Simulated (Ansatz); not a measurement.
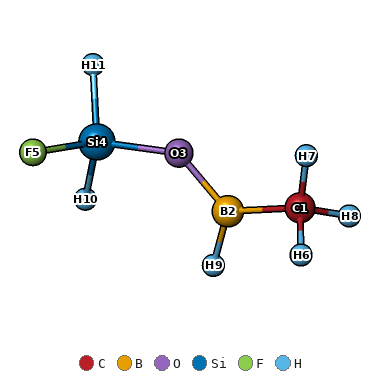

The system is CH6BFOSi, SMILES CBO[SiH2]F; the picture shows the reference structure. First axis: dihedral B2–O3–Si4–F5. Second axis: dihedral C1–B2–O3–Si4. Nothing is relaxed (all other coordinates rigid). Grid: 15 × 15 points. Points are written as (first, second). Energies are in kJ/mol, from the relaxed molecule at the same level. Theory: RKS r2SCAN-D4/def2-SVP (Ansatz).

Its coordinates:

```xyz
11

C    -1.1373    1.0358   -1.3654
B    -0.0908    0.0843   -0.7067
O    -0.0664   -0.0879    0.6497
Si    0.9508   -0.9572    1.6373
F     1.9643    0.0858    2.3479
H    -0.6150    1.8175   -1.9455
H    -1.8150    1.5172   -0.6453
H    -1.7353    0.4818   -2.1107
H     0.7232   -0.5279   -1.3785
H     1.7587   -1.9173    0.8449
H     0.1283   -1.5890    2.6930
```

Range: dihedral B2–O3–Si4–F5 from −180 to 156°; dihedral C1–B2–O3–Si4 from −180 to 156°.

**What will the energy surface look like?**

The lowest grid point is at (108°, −180°), 0.07 kJ/mol from the relaxed molecule at the same level. There are further wells near (−108°, −180°) (1.0 kJ/mol above the lowest at that grid point); (60°, −12°) (5.3 kJ/mol above the lowest at that grid point); (−60°, 12°) (6.3 kJ/mol above the lowest at that grid point). The highest grid point, (156°, 84°), lies 25.4 kJ/mol above the lowest. On the interpolated surface the easiest way out of the lowest well to the well at about (−105°, 175°) passes a barrier of about 2.8 kJ/mol. Round the minimum the valley is somewhat tilted: raising dihedral B2–O3–Si4–F5 shifts the best value of dihedral C1–B2–O3–Si4 downwards (coupling k₁₂/√(k₁₁k₂₂) about 0.4).

| dihedral C1–B2–O3–Si4 ↓, dihedral B2–O3–Si4–F5 → | −180 | −156 | −132 | −108 | −84 | −60 | −36 | −12 | 12 | 36 | 60 | 84 | 108 | 132 | 156 |
| --- | --- | --- | --- | --- | --- | --- | --- | --- | --- | --- | --- | --- | --- | --- | --- |
| 156 | 6.8 | 7.5 | 6.1 | 4.0 | 3.4 | 4.8 | 6.4 | 6.6 | 5.8 | 4.8 | 4.8 | 5.1 | 4.4 | 4.1 | 5.1 |
| 132 | 14.2 | 15.3 | 14.6 | 12.1 | 10.2 | 11.0 | 13.2 | 14.5 | 13.7 | 12.2 | 11.7 | 12.7 | 13.3 | 12.9 | 13.0 |
| 108 | 21.9 | 22.4 | 22.1 | 20.1 | 17.7 | 17.4 | 19.5 | 21.3 | 21.1 | 19.2 | 18.1 | 19.0 | 20.9 | 21.7 | 21.6 |
| 84 | 24.9 | 24.4 | 24.0 | 22.6 | 20.3 | 19.3 | 20.8 | 22.9 | 23.4 | 21.6 | 19.7 | 20.1 | 22.6 | 24.9 | 25.4 |
| 60 | 22.3 | 21.2 | 20.0 | 18.7 | 16.6 | 15.3 | 16.1 | 17.8 | 19.0 | 18.4 | 16.8 | 16.3 | 18.0 | 20.7 | 22.4 |
| 36 | 16.7 | 17.9 | 16.6 | 13.4 | 10.7 | 9.9 | 13.5 | 14.2 | 11.9 | 11.7 | 12.3 | 13.1 | 13.4 | 13.8 | 15.0 |
| 12 | 10.5 | 14.0 | 17.6 | 14.8 | 9.1 | 6.4 | 11.5 | 21.2 | 15.0 | 6.9 | 7.1 | 10.8 | 14.2 | 12.9 | 10.2 |
| −12 | 10.1 | 10.4 | 14.1 | 16.7 | 13.2 | 8.6 | 7.8 | 15.3 | 21.1 | 11.0 | 5.4 | 7.5 | 12.3 | 15.3 | 12.9 |
| −36 | 15.8 | 14.6 | 13.9 | 14.4 | 14.8 | 13.9 | 12.9 | 12.6 | 14.3 | 13.2 | 9.2 | 9.8 | 12.2 | 15.0 | 16.5 |
| −60 | 21.6 | 21.8 | 20.5 | 18.3 | 17.1 | 17.9 | 19.5 | 19.6 | 17.9 | 15.8 | 14.7 | 15.9 | 18.2 | 19.5 | 20.5 |
| −84 | 24.8 | 25.2 | 24.8 | 22.8 | 20.6 | 20.4 | 22.2 | 23.6 | 22.7 | 20.2 | 18.6 | 19.6 | 22.3 | 24.0 | 24.5 |
| −108 | 22.4 | 22.0 | 22.0 | 21.4 | 19.6 | 18.6 | 19.5 | 20.9 | 20.7 | 18.6 | 16.5 | 16.9 | 19.7 | 22.3 | 22.9 |
| −132 | 14.9 | 13.7 | 13.6 | 14.1 | 13.6 | 12.3 | 12.3 | 13.4 | 13.6 | 12.1 | 9.8 | 9.3 | 11.6 | 14.6 | 15.8 |
| −156 | 7.3 | 5.9 | 5.0 | 5.5 | 6.1 | 5.7 | 5.2 | 5.6 | 5.9 | 5.3 | 3.6 | 2.3 | 3.2 | 5.7 | 7.5 |
| −180 | 4.1 | 3.5 | 1.9 | 1.1 | 1.8 | 2.7 | 2.8 | 2.7 | 2.4 | 2.0 | 1.6 | 0.6 | 0.1 | 1.1 | 3.0 |

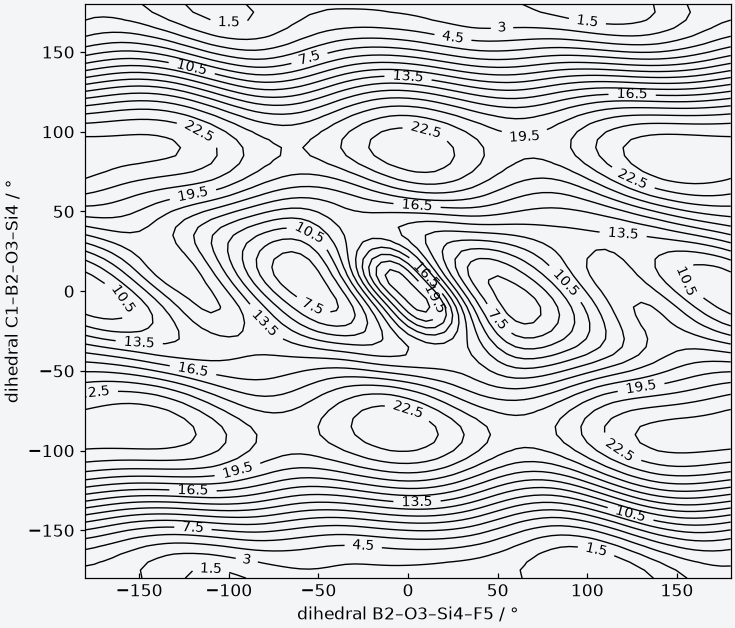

In the figure: contour lines labelled in kJ/mol. Between grid points the surface is interpolated.

The whole map (225 points run) took 20 min on 1 thread of Arm Neoverse V2, on a shared host.
